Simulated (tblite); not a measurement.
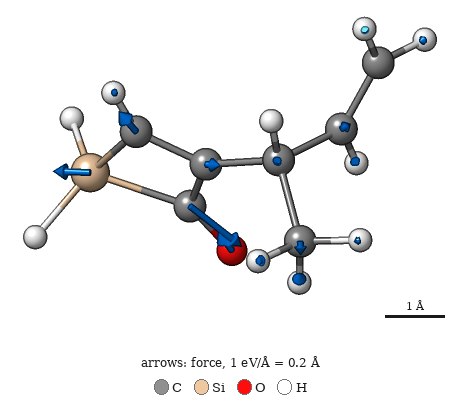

Starting geometry of C$_{7}$H$_{10}$OSi with the computed forces as blue arrows. Style: ball-and-stick. Shown at a tilt.

Computed with GFN2-xTB geometry optimisation, gas phase (tblite). 

What follows when this structure is relaxed?

Answer. It isn't relaxed: the largest force vector, on a C atom, is 6.31 eV/Å. The final displacements follow the starting forces only in part (cosine between the two patterns 0.31). The energy falls by 56.8 kJ/mol in 53 geometry steps. An H atom moves most after the best rigid fit: 0.22 Å. By element the largest moves are H 0.22 Å, O 0.11 Å, C 0.10 Å, Si 0.07 Å. Some distances before and after: C–Si 1.806 → 1.946 Å, C–Si 1.830 → 1.895 Å, C–H 1.143 → 1.087 Å, C–O 1.258 → 1.206 Å. Bond angles that change, for instance: C–Si–H 110.8° → 117.6°, Si–C–H 130.8° → 137.2°, C–C–H 131.1° → 125.5°. The run took 0.72 s on 1 thread of Arm Neoverse N1, with other jobs on the host.
